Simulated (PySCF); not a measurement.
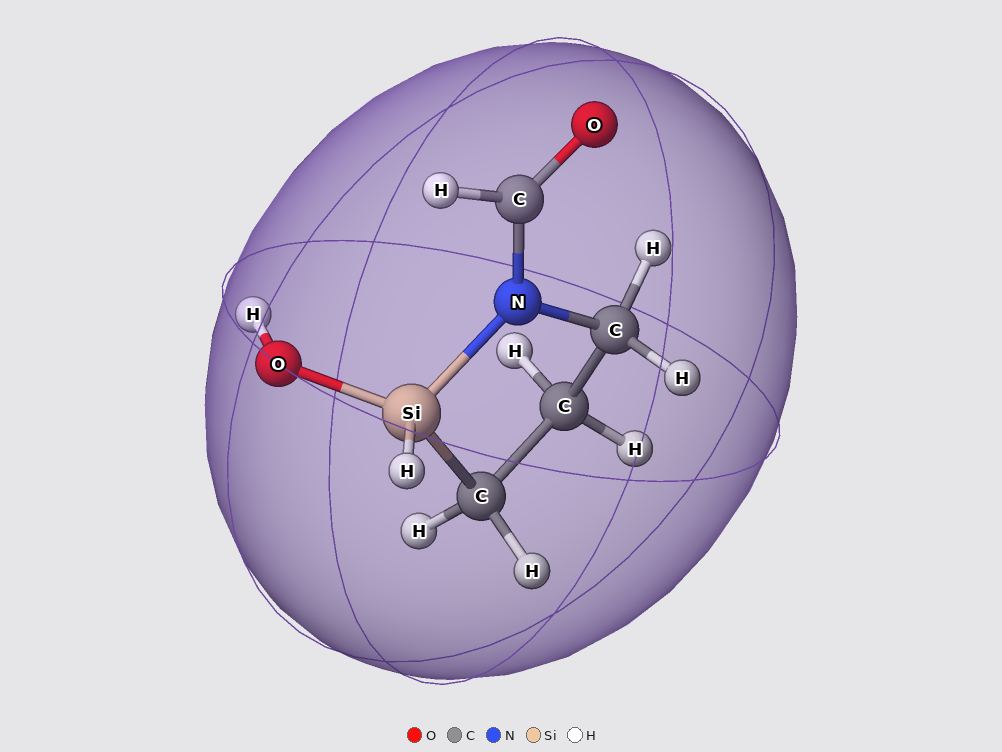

The ellipsoid shows the static dipole polarisability: its half-axes are proportional to the principal values. The computed structure is the end point of a GFN2-xTB optimisation. No frequency run is at hand to confirm it as a minimum. Method: CAM-B3LYP/def2-SVPD (PySCF 2.14.0).

**How large and how anisotropic is the polarisability?**

Principal values 67.2, 85.8, 93.7 bohr³; mean 82.2 bohr³ (12.19 Å³); anisotropy 23.5 bohr³, so the longest axis is 1.39 times the shortest.

The geometry is semi-empirical. Around Si such bond lengths and angles can be off by a tenth of an ångström or more and by several degrees, and values that hang on the shape move with them.
